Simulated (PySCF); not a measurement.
## Run report: CClO (charge +1), single-point calculation

The run: single-point calculation of CClO, charge +1, SMILES [O+]#CCl. Method and program: RPA/STO-3G, RHF (PySCF 2.14.0).

The geometry comes from this level: GFN2-xTB.

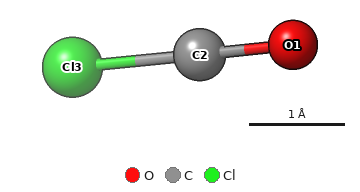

Figure 1. The input geometry (ball-and-stick view, seen at an oblique angle; atoms are numbered from 1 in the order of the input).

### Input (job.py)
```python
from pyscf import gto, scf
from pyscf.gw.rpa import RPA

mol = gto.M(
    atom='''
O       -0.677350       1.027910      -0.255880
C       -0.074560       0.109500      -0.028570
Cl       0.751910      -1.137410       0.284450
''',
    verbose=4,
    basis='sto-3g',
    charge=1,
    max_memory=1860,
    spin=0,
)

mf = scf.RHF(mol)
mf.conv_tol = 1e-10
mf.kernel()
if not mf.converged:
    mf = mf.newton().run(mf.mo_coeff, mf.mo_occ)

rpa = RPA(mf, frozen=7)
rpa.kernel()
e_exx = mf.e_tot
energy = e_exx + rpa.e_corr
print(f'total energy: {energy:.8f} hartree')
```

Launched with:
```bash
OMP_NUM_THREADS=1 python job.py
```

### What the program printed
```
PySCF version 2.14.0

[INPUT] num. atoms = 3
[INPUT] num. electrons = 30
[INPUT] charge = 1
[INPUT] spin (= nelec alpha-beta = 2S) = 0
[INPUT] symmetry False subgroup None
[INPUT] Mole.unit = angstrom
[INPUT] Symbol           X                Y                Z      unit          X                Y                Z       unit  Magmom
[INPUT]  1 O     -0.677350000000   1.027910000000  -0.255880000000 AA   -1.280005990474   1.942468380702  -0.483543120754 Bohr   0.0
[INPUT]  2 C     -0.074560000000   0.109500000000  -0.028570000000 AA   -0.140897979848   0.206925010640  -0.053989475379 Bohr   0.0
[INPUT]  3 Cl     0.751910000000  -1.137410000000   0.284450000000 AA    1.420903970322  -2.149393391342   0.537532596133 Bohr   0.0

nuclear repulsion = 85.1149874192231
number of shells = 11
number of NR pGTOs = 57
number of NR cGTOs = 19
basis = sto-3g
ecp = {}

******** <class 'pyscf.scf.hf.RHF'> ********
method = RHF
initial guess = minao
damping factor = 0
level_shift factor = 0
DIIS = <class 'pyscf.scf.diis.CDIIS'>
diis_start_cycle = 1
diis_space = 8
diis_damp = 0
SCF conv_tol = 1e-10
SCF conv_tol_grad = None
SCF max_cycles = 50
direct_scf = True
direct_scf_tol = 1e-13
Set gradient conv threshold to 1e-05
Initial guess from minao.
init E= -566.39841625994
  HOMO = -0.464316807477721  LUMO = 0.161459352200496  gap/eV = 17.02824
cycle= 1 E= -565.281434250786  delta_E= 1.12  |g|= 0.765  |ddm|= 2.78
  HOMO = -0.794630389509745  LUMO = -0.188439609093268  gap/eV = 16.49529
cycle= 2 E= -565.355328131772  delta_E= -0.0739  |g|= 0.676  |ddm|= 1.54
  HOMO = -0.796680959787979  LUMO = -0.156721458540137  gap/eV = 17.41419
cycle= 3 E= -565.463057460446  delta_E= -0.108  |g|= 0.0526  |ddm|= 0.673
  HOMO = -0.807147048597258  LUMO = -0.123213930340718  gap/eV = 18.61077
cycle= 4 E= -565.464619887871  delta_E= -0.00156  |g|= 0.0235  |ddm|= 0.113
  HOMO = -0.804583175285814  LUMO = -0.124768148741534  gap/eV = 18.49871
cycle= 5 E= -565.464904691818  delta_E= -0.000285  |g|= 0.00441  |ddm|= 0.0631
  HOMO = -0.804650594526742  LUMO = -0.125218579818618  gap/eV = 18.48829
cycle= 6 E= -565.464917105765  delta_E= -1.24e-05  |g|= 0.000808  |ddm|= 0.0149
  HOMO = -0.80467814886958  LUMO = -0.124967116788789  gap/eV = 18.49588
cycle= 7 E= -565.464917379274  delta_E= -2.74e-07  |g|= 7.57e-05  |ddm|= 0.00214
  HOMO = -0.804674243003265  LUMO = -0.124955097308561  gap/eV = 18.49610
cycle= 8 E= -565.464917381216  delta_E= -1.94e-09  |g|= 7.61e-06  |ddm|= 0.000159
  HOMO = -0.804674367083719  LUMO = -0.124956392783965  gap/eV = 18.49607
cycle= 9 E= -565.464917381243  delta_E= -2.72e-11  |g|= 1.6e-06  |ddm|= 1.93e-05
  HOMO = -0.80467443178662  LUMO = -0.124956305874448  gap/eV = 18.49607
Extra cycle  E= -565.464917381244  delta_E= -7.96e-13  |g|= 6.71e-07  |ddm|= 3.54e-06
converged SCF energy = -565.464917381244

******** <class 'pyscf.gw.rpa.RPA'> ********
method = RPA
nocc = 8  nmo = 12
frozen orbitals = 7
mem_avail = 1735.74  mem_blk = 0.00  auxlen = 158

******** <class 'pyscf.df.df.DF'> ********
auxbasis = auxmol.basis = {'O': 'def2-svp-ri', 'C': 'def2-svp-ri', 'Cl': 'def2-svp-ri'}
Lowest orbital energy difference:  6.7972e-01
E(RPA) = -565.442852646353  E_corr = -0.15705923337408  E_hf = -565.285793412979
total energy: -565.62197661 hartree
```

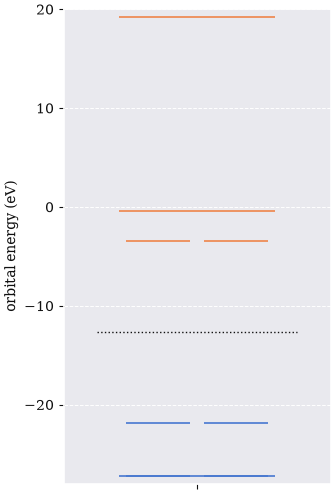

Figure 2. Orbital energies near the frontier (SCF reference); the dotted line parts filled from empty levels, and levels within 0.02 eV of each other stand side by side. Highest filled −21.90 eV, lowest empty −3.40 eV, 18.50 eV apart.

### Summary

- outcome: converged
- total energy: −565.621977 hartree
- SCF energy: −565.464917 hartree
- correlation energy: −0.157059 hartree
- basis functions: 19
- HOMO of the SCF reference: −21.90 eV
- LUMO of the SCF reference: −3.40 eV
- hardware: 1 thread of Arm Neoverse V1, 24 GiB of memory available, shared host
- wall time: 0.93 s
- peak memory: 0.12 GiB

The record of the run, not the program, notes: dipole of an ion depends on the origin.
